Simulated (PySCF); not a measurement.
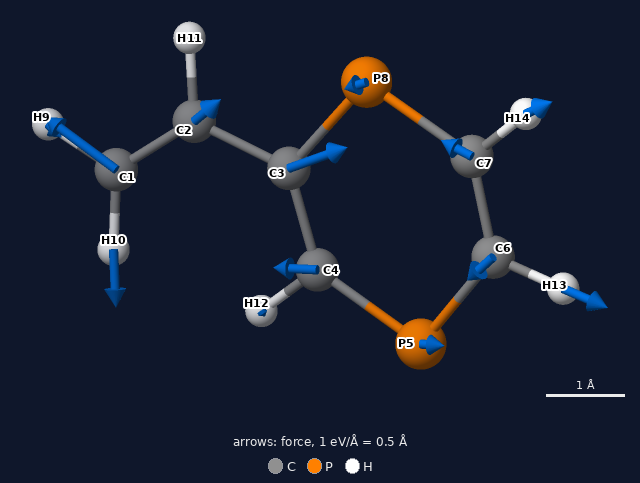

Starting geometry of C$_{6}$H$_{6}$P$_{2}$ with the computed forces as blue arrows. Style: ball-and-stick. Shown at a tilt.

The start comes from GFN2-xTB. Its atoms were then displaced at random by about 0.01 Å.

All numbers below come from PBE0-D3(BJ)/def2-SVP geometry optimisation, gas phase (PySCF 2.14.0, density-fitted response routines). 

### Is this structure relaxed? If not, where do the atoms go?

It isn't relaxed: the largest force vector, on C1, is 2.44 eV/Å. The final displacements follow the starting forces only in part (cosine between the two patterns 0.62). Over 6 geometry steps the energy falls by 0.162 eV. H13 moves most after the best rigid fit: 0.057 Å. Largest moves by element: H 0.057 Å, C 0.038 Å, P 0.009 Å. Some distances before and after: C1–H10 1.055 → 1.094 Å, C6–H13 1.062 → 1.097 Å, C4–P5 1.705 → 1.732 Å, C3–P8 1.787 → 1.760 Å. Among the angles between lasting bonds that change: C3–C4–H12 113.3° → 116.4°, C2–C3–C4 123.8° → 121.0°, C3–C4–P5 133.4° → 130.8°. The run took 78 s on 1 thread of Arm Neoverse V1 (shared host).
